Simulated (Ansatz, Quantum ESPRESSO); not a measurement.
# 2H-MoTe2, 1 layer: the energy at a withheld member of a series

**Set-up.** Quantum ESPRESSO 7.5, PBE, GBRV ultrasoft. Cell and atoms are first relaxed; each strained cell is then held and the atoms relax in it. A periodic run with 15 Å of vacuum in the starting cell gives the vacuum levels, and bands follow along a path. The bands are repeated with spin-orbit coupling and fully relativistic files. The series steps biaxial strain. Energies count from the lowest.

| biaxial strain | energy (eV) |
| --- | --- |
| -4 % | 0.1220 |
| -3 % | 0.0672 |
| -2 % | 0.0294 |
| -1 % | 0.0073 |
| 1 % | 0.0066 |
| 2 % | 0.0264 |
| 3 % | 0.0587 |
| 4 % | 0.1030 |

To predict: What is the energy at 0 %?

By hand: The rows at -1 % and 1 % give a slope of (0.0066 − (0.0073))/(1 − (−1)) = −0.00035, so a straight line gives 0.0069 eV. A parabola through these and the row at -2 % gives −0.0003 eV.

**The withheld run.** 0.0000 eV. The line misses by +0.0069 and the parabola by −0.0003 eV. The parabola does better.

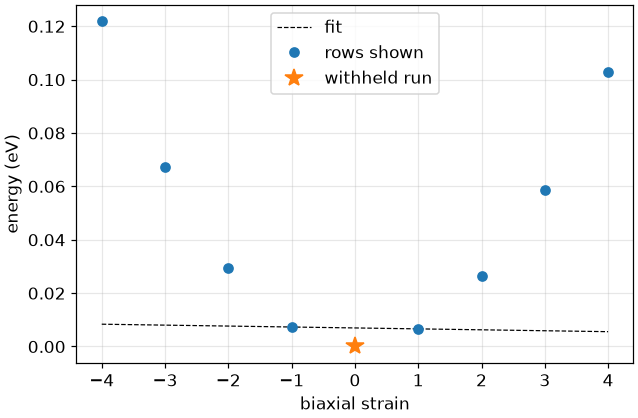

The rows shown, the fit and the withheld run.

Caveats: Semilocal gaps are too small; the 1×1 cell can't ripple over many cells under compression as a free sheet would. These values are without spin-orbit coupling.
